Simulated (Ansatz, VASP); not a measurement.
# Hg2SeO in two plane-wave programs

Wanted: the spread between two codes on one cell, functional and k mesh. The cell is invented: As first built, before any earlier steps moved the atoms: it takes the HgSe structure with some of its atoms replaced by other elements, volume scaled by an estimate. It may not be a known or stable phase. The cell is a member of a volume series, scaled by 0.98 from a relaxed one, so a pressure remains.

Main program and level: Ansatz 0.2.0; plane waves, with VASP 6.6.1 beside it; single point at r2SCAN with D4 and band structure at r2SCAN with D4, spin-orbit coupling.

## (1) Set-up

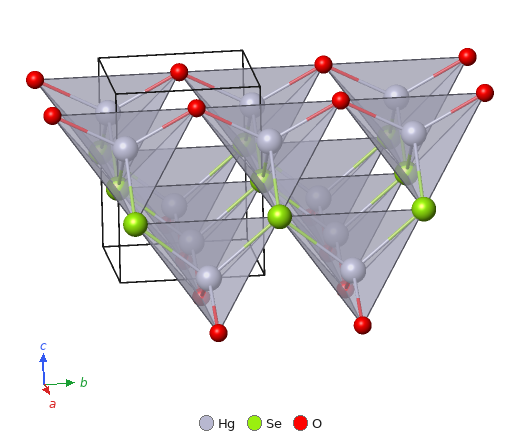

The starting structure, seen slightly off an axis (mercury light grey, selenium green, oxygen red). 2×2×1 cells are drawn. Some periodic images of atoms are drawn too.

## (2) Ansatz: single point, r2SCAN with D4

Ansatz runs on its default PAW (the set named soft_2) files.

With cell and atoms fixed, the geometry can't cause a difference; cores, projectors, grids and the points listed under the comparison can.

File input.yaml:

```yaml
crystal:
  lattice:
    - [4.0544881382, 0.0, 0.0]
    - [0.0, 4.0544881382, 0.0]
    - [0.0, 0.0, 5.4465233265]
  atoms:
    - { symbol: Hg, position: [0.0, 0.5, 0.1955933256] }
    - { symbol: Hg, position: [0.5, 0.0, 0.8044066744] }
    - { symbol: Se, position: [0.0, 0.0, 0.5] }
    - { symbol: O, position: [0.5, 0.5, 0.0] }
hamiltonian:
  xc: r2scan
  pseudopotentials: { kind: paw }
  dispersion: d4
kpoints:
  mp_grid: { grid: [6, 6, 4] }
scf:
  occupations: { method: fermi_dirac, width: 0.05 }
  n_extra_bands: 5
output:
  forces: true
  stress: true
  eigenvalues: true
```

Started as:

```console
$ ansatz run input.yaml --threads 2 --pin off --max-ram 4608MiB --backend cpu --events-out ev --progress --plain --runs-dir out
```

Numbers of over 12 decimals in the logs are rounded to 6 here.

Output:

```text
scf.n_extra_bands = 5 over 31 filled bands (N_el = 62.0): the run solves 36 bands
Engine: ansatz 0.2.0, x86_64-unknown-linux-gnu
Pseudopotentials: kind: paw
Pseudopotential: Hg, paw, valence charge 20, recommended cutoff 500 eV (meta_gga), Hg.paw.azcp
Pseudopotential: Se, paw, valence charge 16, recommended cutoff 500 eV (meta_gga), Se.paw.azcp
Pseudopotential: O, paw, valence charge 6, recommended cutoff 500 eV (meta_gga), O.paw.azcp
Functional definition: r2SCAN
  parameter k0 = 0.174
  parameter k1 = 0.065
  parameter a1 = 4.9479
  exchange = r2scan_x(k0 = k0, k1 = k1, a1 = a1)
  correlation = r2scan_c
Crystal: 4 atoms, lattice volume = 89.535 Å³
Basis set: ecut = 500 eV, 2291 PW (Γ), exchange–correlation on 120×120×160 points (64 copies of the dense FFT grid, shifted against one another)
Bands: 36, of which v1, the nominal top of the filled ones, is band 31 counted from 1 (30 counted from 0)
Symmetry: 8 space group operations
Space group: P-4m2 (ITA 115), of the structure as read, at distance tolerance 4.5e-5 Å
k-points: 30 of 144 (time reversal used)
Non-local potential: Hg, projectors of the file, l = 0: 3, l = 1: 2, l = 2: 2, l = 3: 1
Non-local potential: Se, projectors of the file, l = 0: 2, l = 1: 2, l = 2: 3, l = 3: 1
Non-local potential: O, projectors of the file, l = 0: 2, l = 1: 2, l = 2: 1
PAW form: soft (Blöchl's): semilocal exchange-correlation on the pseudo side does not see the compensation charge
PAW frozen core: Hg, regenerated for the run's functional (the file was generated under x = pbe(κ = 0.804, μ = 0.219515), c = pbe(β = 0.066725))
PAW frozen core: Se, regenerated for the run's functional (the file was generated under x = pbe(κ = 0.804, μ = 0.219515), c = pbe(β = 0.066725))
PAW frozen core: O, regenerated for the run's functional (the file was generated under x = pbe(κ = 0.804, μ = 0.219515), c = pbe(β = 0.066725))
PAW one-centre angular grid: Hg, 590 points (default); XC on 160 Gauss nodes
PAW one-centre angular grid: Se, 590 points (default); XC on 160 Gauss nodes
PAW one-centre angular grid: O, 302 points (default); XC on 160 Gauss nodes
Initial density: superposition of atomic densities (neutral atoms: chi_scale 0, normalization atom), corrected by the library's trained network
Initial wavefunctions: pseudopotential atomic-orbital guess
Functional: x = r2scan, c = r2scan; τ floored in thin density (d = 2e-4 eV/Å³)
SCF iter   1: F=—  HF=-33700.888234 eV  |F-HF|=—  |Δ(HF+E_count)|=         —  Δρ=9.01e-3  dr2=5.96e-2  dr2_τ=8.33e-2  ethr=1.77e-3  ⟨swp⟩=6.1  Hψ=3984  notcnv=0
preconditioner: auto → Resta (q_TF=auto, 2.566 Å⁻¹)  ε∞=5.4  [insulator: Δε(μ)=0.402 eV  Ē_g=11.167 eV  σ=0.050 eV  W_gap=0.81  n_scr=28 (ndim 8)  ℏωp=23.5 eV  f_vac=0.136  D(μ)=0.25/eV (n_scr^D=0)  ε∞_Penn≈5.4]
SCF iter   2: F=—  HF=-33700.900972 eV  |F-HF|=—  |Δ(HF+E_count)|=   1.27e-2  Δρ=4.59e-3  dr2=1.05e-2  dr2_τ=2.58e-3  ethr=9.61e-5  ⟨swp⟩=2.0  Hψ=1990  notcnv=0  defer=20
SCF iter   3: F=—  HF=-33700.901195 eV  |F-HF|=—  |Δ(HF+E_count)|=   2.23e-4  Δρ=2.26e-3  dr2=4.77e-3  dr2_τ=5.81e-4  ethr=1.69e-5  ⟨swp⟩=2.0  Hψ=1699  notcnv=0  defer=20
SCF iter   4: F=—  HF=-33700.900789 eV  |F-HF|=—  |Δ(HF+E_count)|=   4.06e-4  Δρ=7.21e-4  dr2=5.56e-4  dr2_τ=4.15e-5  ethr=7.69e-6  ⟨swp⟩=2.0  Hψ=1586  notcnv=0  defer=20
SCF iter   5: F=—  HF=-33700.900797 eV  |F-HF|=—  |Δ(HF+E_count)|=   8.27e-6  Δρ=2.14e-4  dr2=5.38e-5  dr2_τ=3.19e-6  ethr=8.96e-7  ⟨swp⟩=2.0  Hψ=1577  notcnv=0  defer=20
SCF iter   6: F=—  HF=-33700.900803 eV  |F-HF|=—  |Δ(HF+E_count)|=   5.73e-6  Δρ=8.36e-5  dr2=1.15e-5  dr2_τ=4.47e-7  ethr=8.67e-8  ⟨swp⟩=2.0  Hψ=1752  notcnv=0  defer=20
SCF iter   7: F=—  HF=-33700.900803 eV  |F-HF|=—  |Δ(HF+E_count)|=   1.71e-7  Δρ=2.41e-5  dr2=8.20e-7  dr2_τ=3.81e-8  ethr=1.85e-8  ⟨swp⟩=2.0  Hψ=1751  notcnv=0  defer=20
SCF iter   8: F=-33700.900804 eV  HF=-33700.900803 eV  |F-HF|=2.26e-8  |Δ(HF+E_count)|=   1.67e-7  Δρ=7.13e-6  dr2=5.00e-8  dr2_τ=2.79e-9  ethr=1.61e-10  ⟨swp⟩=6.2  Hψ=4519  notcnv=0
SCF 1 converged in 8 iterations: F = -33700.900804 eV  dr2 = 5.00e-8
  greatest PAW one-centre occupation: 1.001 electrons in one spin orbital (limit 2), on the Hg atom at site 1 (counted from 0), in its partial waves of l = 0
SCF converged after 8 iterations
Free energy (F): -33700.900804 eV
Harris-Foulkes:  -33700.900803 eV  (|F-HF|=2.26e-8)
Internal energy: -33700.898344 eV  (E = F + TS)
E sigma→0 (E₀):  -33700.899574 eV
Entropy (-TS):   -0.002460 eV (-0.615 meV/atom)
Fermi energy:    9.194189 eV
--- Per-component energies (eV) ---
  E_band       = -1365.348355
  E_kinetic    = 1497.595485
  E_local      = -8837.713906  (includes V_loc(G=0)·N_el)
  E_nonlocal   = -395.521061
  E_hartree    = 3926.863971
  E_xc         = -585.024927
  E_vxc        = -786.452607  (∫ρ·V_xc dr)
  E_paw        = -22027.460553  (= ΣΔE_a)
  E_vpaw       = -748.639752  (= ΣTr[D̂ρ^β])
  E_aug_tail   = 0.001623  (compensation charges beyond the density's cutoff)
  E_vtau       = 51.641392  (kinetic-family band-sum trace: ∫τ·v_τ [+ j·A + Jᵃ·Aᵃ] dr)
  E_ewald      = -7277.098387
  E_disp       = -0.446021  (pairwise vdW)
  E_core_change = -2.094567  (= ΣΔE_core)
  E_smearing   = -0.002460  (= −TS)
  E_closure    = -0.000000  (closes the sum)
  Σ components = -33700.900804   (vs F -33700.900804, Δ=0.00e0)
--- Forces (eV/Å), atoms counted from 1 ---
  atom   1  Hg     0.00000000     0.00000000    -0.06110848
  atom   2  Hg     0.00000000     0.00000000     0.06110848
  atom   3  Se     0.00000000     0.00000000     0.00000000
  atom   4  O      0.00000000     0.00000000     0.00000000
  max |Σ_I F_I| component: 7.98e-17 eV/Å
--- Stress (GPa, compression-positive) ---
        0.877329       0.000000       0.000000
        0.000000       0.877329       0.000000
       -0.000000       0.000000       0.861545
  P = ⅓ Tr σ = 0.8721 GPa (8.721 kbar)
--- Band table (eV; the first three rows and the last of 30) ---
  k-point 0: bands = [... 27 lower, 6.7272, 7.6968, 8.9862, 9.1265, 9.1265, 13.2080, 13.6350, 17.6208, ... 1 higher]
  k-point 1: bands = [... 27 lower, 6.9825, 7.4344, 8.9569, 8.9569, 9.8195, 12.8100, 13.8514, 16.1750, ... 1 higher]
  k-point 2: bands = [... 27 lower, 7.2912, 7.2912, 8.7282, 8.7282, 11.3074, 11.6323, 14.4269, 14.8736, ... 1 higher]
  k-point 29: bands = [... 27 lower, 6.3197, 6.3388, 7.1626, 7.1626, 12.7395, 12.7395, 14.5209, 16.1659, ... 1 higher]
```

Run time: 6.3 s. Hardware: 2 threads of Intel Xeon Platinum 8375C at 2.90GHz (Ice Lake), shared host; peak memory 0.57 GiB; 12 s of CPU time.

The run ends at a pressure of 0.87 GPa, with forces up to 0.061 eV/Å.

## (3) VASP: single point, r2SCAN with D4

The same cell, functional, mesh and smearing now go to VASP, with its own data sets and cutoff.

Lines of VASP's logs that name or quote its potential files are left out, and so is its time.

File INCAR:

```
SYSTEM = Hg2SeO
PREC = Accurate
ENCUT = 520
EDIFF = 1E-06
NELM = 100
ISMEAR = -1
SIGMA = 0.05
LREAL = .FALSE.
ALGO = Normal
METAGGA = R2SCAN
IVDW = 13
VDW_S6 = 1
VDW_S8 = 0.6018749
VDW_A1 = 0.51559235
VDW_A2 = 5.77342911
LASPH = .TRUE.
NBANDS = 24
LORBIT = 11
LWAVE = .FALSE.
LCHARG = .FALSE.
KPAR = 2
ISIF = 2
```

File POSCAR:

```
Hg2SeO
1.0
    4.0544881382      0.0000000000      0.0000000000
    0.0000000000      4.0544881382      0.0000000000
    0.0000000000      0.0000000000      5.4465233265
Hg Se O
2 1 1
Direct
    0.0000000000      0.5000000000      0.1955933256
    0.5000000000      0.0000000000      0.8044066744
    0.0000000000      0.0000000000      0.5000000000
    0.5000000000      0.5000000000      0.0000000000
```

File KPOINTS:

```
Automatic mesh
0
Gamma
6 6 4
0 0 0
```

PAW data sets: Hg, Se and O (PBE family, release 64).

Started as:

```console
$ mpirun -np 2 vasp_std
```

Output:

```text
[banner, memory and clock lines left out]
running    2 mpi-ranks, on    1 nodes
 distrk:  each k-point on    1 cores,    2 groups
 distr:  one band on    1 cores,    1 groups

 POSCAR found type information on POSCAR HgSeO
 POSCAR found :  3 types and       4 ions
|                                                                             |
|               ----> ADVICE to this user running VASP <----                  |
|                                                                             |
|     You enforced a specific xc type in the INCAR file but a different       |
|     [... a line on the potential file left out ...]
|     I HOPE YOU KNOW WHAT YOU ARE DOING!                                     |
|                                                                             |

 LDA part: xc-table for (None), standard interpolation
 POSCAR, INCAR and KPOINTS ok, starting setup
 FFT: planning ... GRIDC
 FFT: planning ... GRID_SOFT
 FFT: planning ... GRID
 WAVECAR not read
 entering main loop
       N       E                     dE             d eps       ncg     rms          rms(c)
DAV:   1     0.155803156078E+03    0.15580E+03   -0.18221E+04  1440   0.142E+03
DAV:   2    -0.117554121820E+03   -0.27336E+03   -0.26326E+03  1576   0.349E+02
DAV:   3    -0.133113539863E+03   -0.15559E+02   -0.15372E+02  1752   0.849E+01
DAV:   4    -0.133243497623E+03   -0.12996E+00   -0.12992E+00  1544   0.790E+00
DAV:   5    -0.133244239104E+03   -0.74148E-03   -0.74143E-03  1760   0.558E-01    0.136E+01
DAV:   6    -0.119672563673E+03    0.13572E+02   -0.12255E+01  2088   0.462E+01    0.151E+01
DAV:   7    -0.119647703663E+03    0.24860E-01   -0.22280E+00  1472   0.102E+01    0.101E+01
DAV:   8    -0.119654535500E+03   -0.68318E-02   -0.67502E-01  1632   0.747E+00    0.144E+00
DAV:   9    -0.119636187467E+03    0.18348E-01   -0.91786E-02  1920   0.293E+00    0.475E-01
DAV:  10    -0.119635832631E+03    0.35484E-03   -0.12422E-02  1464   0.900E-01    0.221E-01
DAV:  11    -0.119635939767E+03   -0.10714E-03   -0.68214E-04  1720   0.194E-01    0.652E-02
DAV:  12    -0.119635940383E+03   -0.61557E-06   -0.13612E-04  1568   0.130E-01    0.325E-02
DAV:  13    -0.119635950513E+03   -0.10130E-04   -0.39198E-05  1600   0.509E-02    0.224E-02
DAV:  14    -0.119635949500E+03    0.10135E-05   -0.43492E-06  1624   0.205E-02    0.191E-03
DAV:  15    -0.119635949327E+03    0.17271E-06   -0.36891E-07   808   0.456E-03
   1 F= -.12008142E+03 E0= -.12008021E+03  d E =-.243063E-02
```

Parts of OUTCAR (step 3):

```text
ion  position               nearest neighbor table
   1  0.000  0.500  0.196-   4 2.29   4 2.29   3 2.62   3 2.62   2 3.57   2 3.57   2 3.57   2 3.57

  LATTYP: Found a simple tetragonal cell.
 ALAT       =     4.0544881382
 C/A-ratio  =     1.3433319178

 Subroutine GETGRP returns: Found  8 space group operations
 (whereof  8 operations were pure point group operations)

The static configuration has the point symmetry D_2d.

 Found     30 irreducible k-points:

   k-points           NKPTS =     30   k-points in BZ     NKDIM =     30   number of bands    NBANDS=     24

   dimension x,y,z NGX =    30 NGY =   30 NGZ =   42
   dimension x,y,z NGXF=    60 NGYF=   60 NGZF=   84

   ENCUT  =  520.0 eV  38.22 Ry    6.18 a.u.   7.54  7.54 10.13*2*pi/ulx,y,z

   NELECT =      36.0000    total number of electrons

 k-points in reciprocal lattice and weights: Automatic mesh
   0.00000000  0.00000000  0.00000000       0.007
   0.16666667  0.00000000  0.00000000       0.028
   0.33333333  0.00000000  0.00000000       0.028
   0.50000000  0.00000000  0.00000000       0.014
   0.16666667  0.16666667  0.00000000       0.028
   0.33333333  0.16666667  0.00000000       0.056
   0.50000000  0.16666667  0.00000000       0.028
   0.33333333  0.33333333  0.00000000       0.028
   0.50000000  0.33333333  0.00000000       0.028
[...]
0.50000000  0.33333333  0.50000000       0.028
   0.50000000  0.50000000  0.50000000       0.007

 average (electrostatic) potential at core
       1 -46.5165       2 -46.5165       3 -60.9379       4 -77.1673

 E-fermi :   1.2791

 k-point     1 :       0.0000    0.0000    0.0000
  band No.  band energies     occupation
    ...
     15      -1.1985      2.00000
     16      -0.2395      2.00000
     17       1.0686      1.97072
     18       1.2130      1.57911
     19       1.2130      1.57911
     20       5.2672      0.00000
     21       5.6964      0.00000
     22       9.6828      0.00000
     23       9.6847      0.00000
     24       9.6847      0.00000

 k-point     2 :       0.1667    0.0000    0.0000
  band No.  band energies     occupation
    ...
     14      -1.5761      2.00000
     15      -1.0069      2.00000
     16      -0.5956      2.00000
     17       0.7924      1.99988
     18       1.1705      1.79542
     19       1.5948      0.00362
     20       5.2990      0.00000
     21       6.3036      0.00000
     22       8.6894      0.00000
     23       9.2404      0.00000
    ...

 k-point     3 :       0.3333    0.0000    0.0000
  band No.  band energies     occupation
    ...
     14      -2.0462      2.00000
     15      -1.1586      2.00000
     16      -0.5933      2.00000
     17       0.0903      2.00000
     18       1.0441      1.98196
     19       2.6093      0.00000
     20       4.8428      0.00000
     21       6.6768      0.00000
     22       7.6483      0.00000
     23       9.4277      0.00000
    ...

  DFT-D4 for vdW energy calculation

  Edisp (eV):   -0.44547

  Total       0.88225     0.88225     0.78675     0.00000    -0.00000    -0.00000
  in kB      15.78746    15.78746    14.07853     0.00000    -0.00000    -0.00000
  external pressure =       15.22 kB  Pullay stress =        0.00 kB

  energy-cutoff  :      520.00
  volume of cell :       89.53
      direct lattice vectors                 reciprocal lattice vectors
     4.054488138  0.000000000  0.000000000     0.246640258  0.000000000  0.000000000
     0.000000000  4.054488138  0.000000000     0.000000000  0.246640258  0.000000000
     0.000000000  0.000000000  5.446523327     0.000000000  0.000000000  0.183603363

 POSITION                                       TOTAL-FORCE (eV/Angst)
 -----------------------------------------------------------------------------------
      0.00000      2.02724      1.06530         0.000000      0.000000     -0.012838
      2.02724      0.00000      4.38122        -0.000000      0.000000      0.012838
      0.00000      0.00000      2.72326         0.000000      0.000000      0.000000
      2.02724      2.02724      0.00000         0.000000     -0.000000      0.000000
 -----------------------------------------------------------------------------------
    total drift:                                0.000000      0.000000     -0.000000

  FREE ENERGIE OF THE ION-ELECTRON SYSTEM (eV)
  ---------------------------------------------------
  free  energy   TOTEN  =      -120.0814218564 eV

  energy  without entropy=     -120.0789912225  energy(sigma->0) =     -120.08020654

 total charge
# of ion       s       p       d       tot
------------------------------------------
    1        0.631   0.357   9.436  10.425
    2        0.631   0.357   9.436  10.425
    3        1.464   2.365   0.038   3.866
    4        1.584   3.302   0.000   4.886
--------------------------------------------------
tot          4.311   6.381  18.910  29.602

[... 3 further parts left out ...]
```

The run ends at a pressure of 1.52 GPa, with forces up to 0.013 eV/Å.

## (4) Comparison

Known differences besides the PAW data sets themselves: VASP keeps PBE cores, Ansatz makes them for the functional; the data sets hold 62 valence electrons in Ansatz (default PAW (the set named soft_2) files) and 36 in VASP; the cutoff is 500 eV in Ansatz and 520 eV in VASP. Total energies have different zeros and are not compared.

The two programs side by side:

| quantity | Ansatz | VASP | difference |
| --- | --- | --- | --- |
| pressure (GPa) | 0.87 | 1.52 | -0.65 |

At this near-relaxed geometry the largest component of a force difference is 48 meV/Å. Ansatz's pressure holds a Pulay correction of 0.06 GPa; VASP's holds none.

## (5) Further runs

The difference is large enough to ask for its cause, so further runs change the set-up of one program at a time, as the table lists.

| run | r.m.s. force difference (meV/Å) |
| --- | --- |
| as above | 20 |
| cores kept as stored, as VASP does | 19 |
| Ansatz's larger PAW set (cutoff 1000 eV) | 21 |
| norm-conserving potentials (cutoff 1290 eV) | 17 |

[end of part 1 of 2]

[Lines on the potential files, build, host, timing and source positions are cut from VASP's logs without a mark.]

[Logs are printed without paths, hosts, clocks, repeated set-up lines and the standing remarks that a program may print on its own settings, such as how far it seeks lower states.]

[Hosts, paths, dates, database ids (printed as entryN), source tags and the programs' standing remarks are cut or masked in the printed files.]
